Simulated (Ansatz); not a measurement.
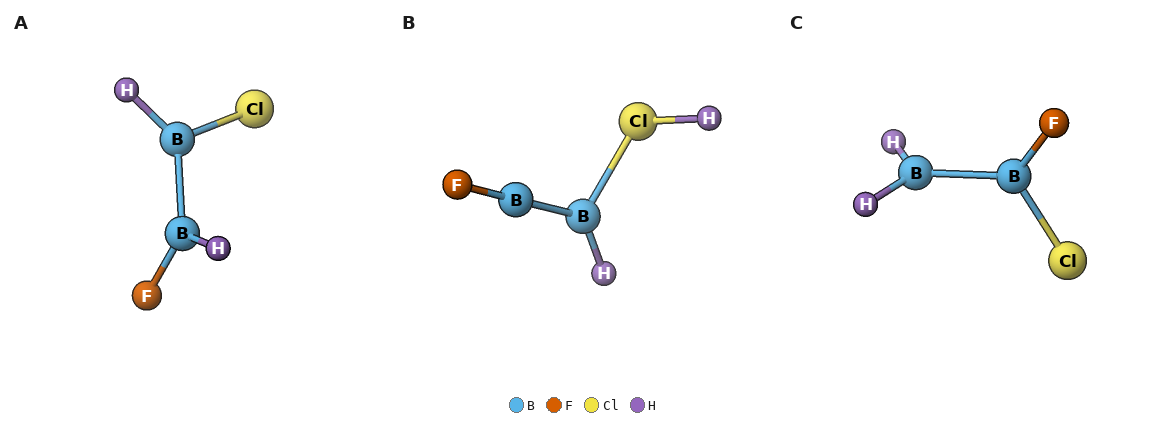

3 stationary structures of one formula. Geometries: PBE0-D4/def2-TZVP. Electronic energies: RHF-CCSD(T) (frozen core)/def2-TZVPP (Ansatz 0.2.0), without zero-point energy. No frequency run is at hand to confirm each as a minimum.

Rank them by energy, lowest first.

C is lowest (Cs); A lies 10.4 kJ/mol above it (C1), B lies 372.1 kJ/mol above it (C1).
